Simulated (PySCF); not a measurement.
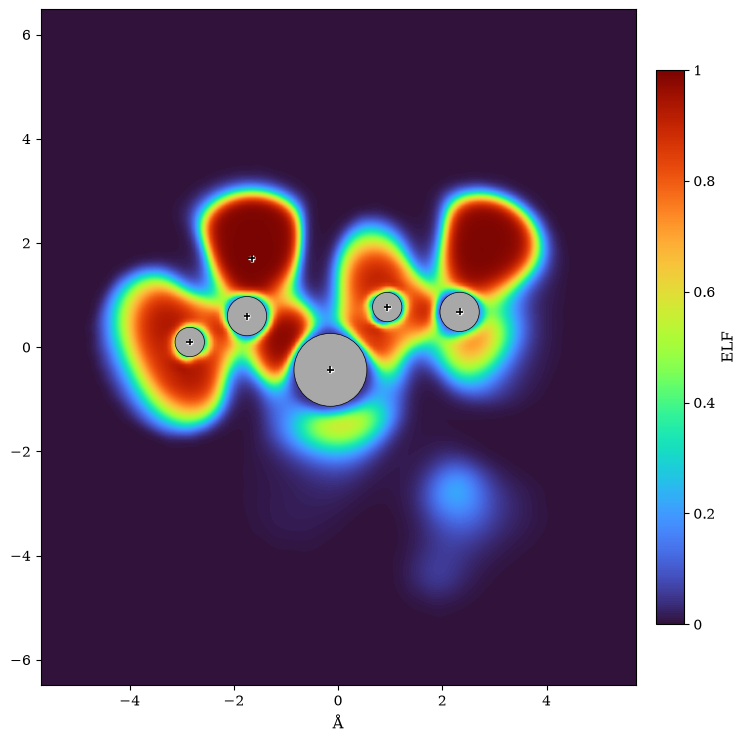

The electron localisation function on a plane through atoms (crosses mark nuclei in the plane; grey discs cover the cores).

The calculation used PySCF 2.14.0, PBE0/pcSseg-1, SCF density, gas phase, non-relativistic.

Candidates:
A. C3H9AlO2S
B. C5H18Si4 (SMILES [SiH3][SiH2][SiH2][SiH2]C1CCCC1)
C. C3H9NO2Si2

Q: Which system is this?

A: Candidate C: C3H9NO2Si2 on the plane of atoms Si4, C5 and H14, which holds Si, C, O and H. C–O (1.21 Å): the ELF peaks at about 0.85 between the atoms: a short, multiple covalent bond. Si–O (1.62 Å): the ELF peaks at about 0.90 between the atoms (a polar covalent bond).
